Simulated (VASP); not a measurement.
Band structure of Ag2Sn2Sr (space group I4/mmm). Calculation: LDA (Ceperley-Alder, Perdew-Zunger), VASP's LDA PAW potentials (set 64) (plane waves; VASP 6.6.1).

Unless said otherwise, spin-orbit coupling is left out, though it shifts the bands of the heavy elements here.

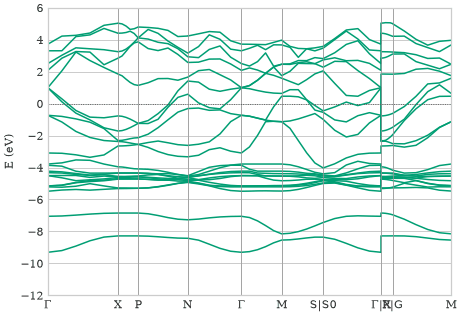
Bands along high-symmetry lines, zero at the valence-band maximum or, without a gap, the Fermi level

**Question.** Read the plot: is there a gap, and where are the band edges?

**Answer.** It has no gap at this level: it comes out as a metal or semimetal.

The structure comes from a computed database's Ag2Sn2Sr entry (I4/mmm); how it stands against other phases isn't given here. The cell was not relaxed at this level. The k-mesh is coarse (spacing up to 0.31 per Å, 2π included), so the numbers may not be converged in it.
